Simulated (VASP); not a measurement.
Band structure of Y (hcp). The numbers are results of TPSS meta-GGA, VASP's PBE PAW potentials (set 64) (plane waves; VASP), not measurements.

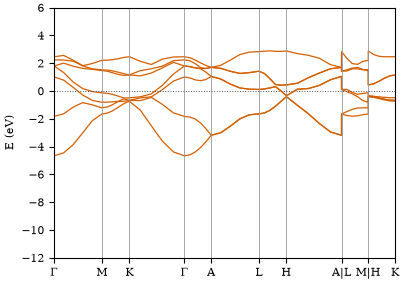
*Bands along high-symmetry lines, zero at the valence-band maximum or, without a gap, the Fermi level*

Problem. Read the plot: is there a gap, and where are the band edges?

Solution. It has no gap at this level: it comes out as a metal or semimetal.

The compound is Y in the hcp structure. It was relaxed first.
